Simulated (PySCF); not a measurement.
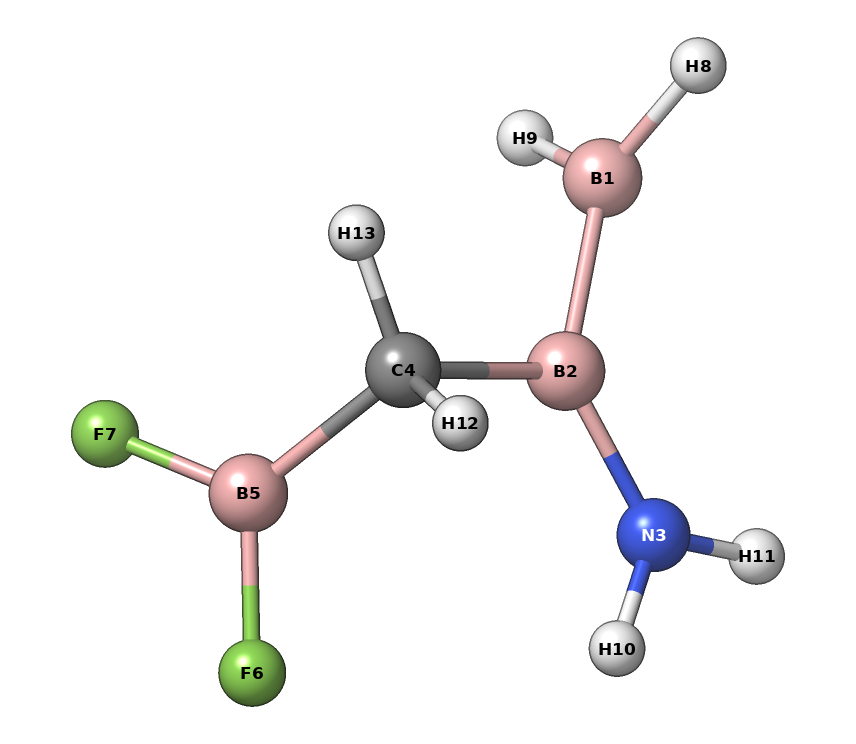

Computed geometry: GFN2-xTB optimisation. No frequency run is at hand to confirm it as a minimum. Level of theory: B3LYP/pcJ-1 indirect spin-spin coupling, non-relativistic, gas phase (PySCF 2.14.0). Isotopes: 11B, 13C, 19F, 1H, 15N.

Give the spin–spin coupling constants of these pairs, with the number of bonds between them: B5/F6, B2/H8, B2/H13, C4/F7, B5/H13, B1/H13, B1/H11, B2/F7, N3/H9, F6/H13, F6/H12.

| pair | bonds apart | J (Hz) |
| --- | --- | --- |
| B5, F6 | 1 | −135.8 |
| B2, H8 | 2 | 3.7 |
| B2, H13 | 2 | −5.7 |
| C4, F7 | 2 | 24.7 |
| B5, H13 | 2 | −7.5 |
| B1, H13 | 3 | 3.8 |
| B1, H11 | 3 | 3.4 |
| B2, F7 | 3 | 2.1 |
| N3, H9 | 3 | −0.6 |
| F6, H13 | 3 | 20.7 |
| F6, H12 | 3 | 1.5 |

Density functionals are unreliable for couplings to fluorine, so those rows may be far off.

The geometry is semi-empirical. Around B such bond lengths and angles can be off by a tenth of an ångström or more and by several degrees, and values that hang on the shape move with them.
